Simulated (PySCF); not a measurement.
H8O2SSi3 (SMILES [SiH3]O[SiH2]O[SiH2]S)

The calculation's input:

```
{"job": {"kind": "nmr", "xc": "PBE0", "basis": "pcSseg-1"}, "charge": 0, "multiplicity": 1}
Si    -2.171463     0.875299    -0.289812
O     -1.527548    -0.142357     0.802738
Si    -0.300076    -0.957835     1.450857
O      1.109825    -0.450195     0.819234
Si     1.914967     0.439854    -0.256925
S      2.011856    -0.618232    -2.119245
H     -1.683523     0.516837    -1.620013
H     -1.759728     2.231227     0.078171
H     -3.606444     0.661179    -0.132257
H     -0.239286    -0.613002     2.860164
H     -0.440199    -2.355727     1.073808
H      3.244485     0.549377     0.322749
H      1.235841     1.683246    -0.573542
H      2.210614    -1.820142    -1.598019
```

Run with:

```sh
OMP_NUM_THREADS=1 python probes_run.py task.json out
```

Geometry: GFN2-xTB.

All numbers below come from PBE0/pcSseg-1, SCF density, gas phase, non-relativistic in PySCF 2.14.0.

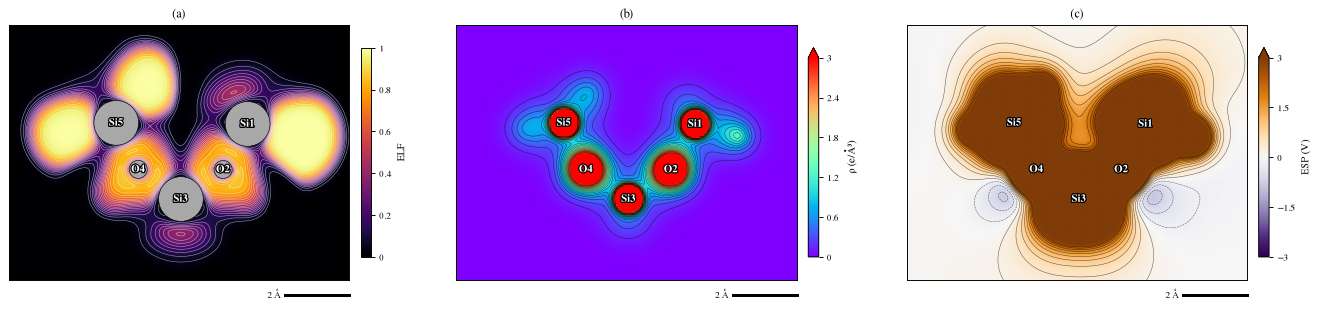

Figure 1. (a) ELF; (b) total electron density; (c) molecular electrostatic potential on the plane of atoms O2, Si3 and O4. Grey discs cover the atomic cores in the ELF map.

Read the bonding off the picture.

The section cuts through Si and O sites.
Si–O (1.61 Å): ρ is about 1.2 e/Å³ halfway; the ELF peaks at about 0.85 between the atoms (a short, strongly polar bond).
The ELF also peaks beside O4 and O2, away from the bonds: lone-pair regions.
Outside the dense part of the molecule the potential is most negative (−0.8 V) near O2.

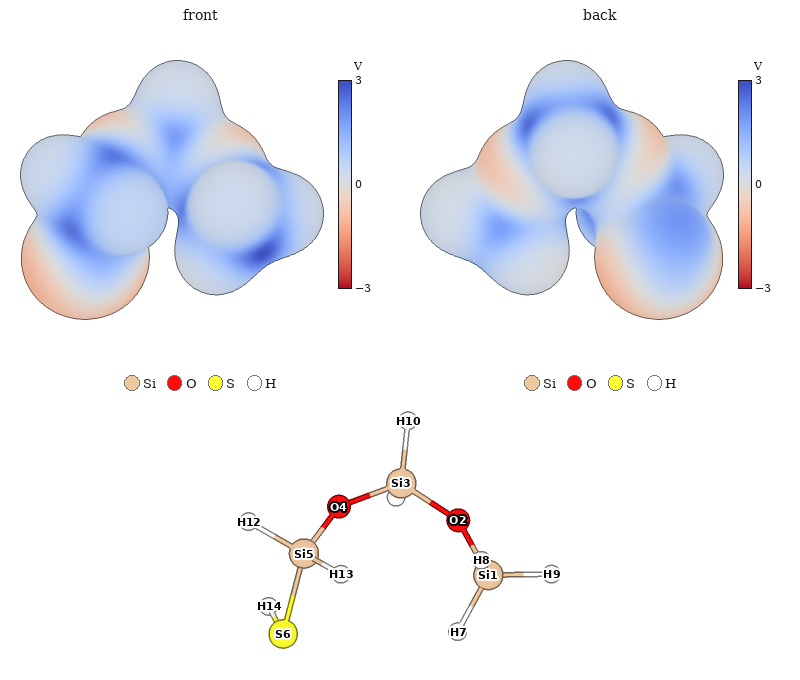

Figure 2. The molecular electrostatic potential painted on the density surface at 0.004 e/bohr³, seen from the front and from behind; the colour scale runs from red (negative) to blue (positive). The bare structure is drawn below in the same view.

Which sites attract a positive test charge, and which a negative one?

A positive charge is drawn to the negative regions and a negative charge to the positive ones. The most negative region (about −1.0 V, or −23 kcal/mol for a unit charge) lies over S6, the most positive (about +2.5 V, or +58 kcal/mol for a unit charge) over Si1, Si3 and Si5.
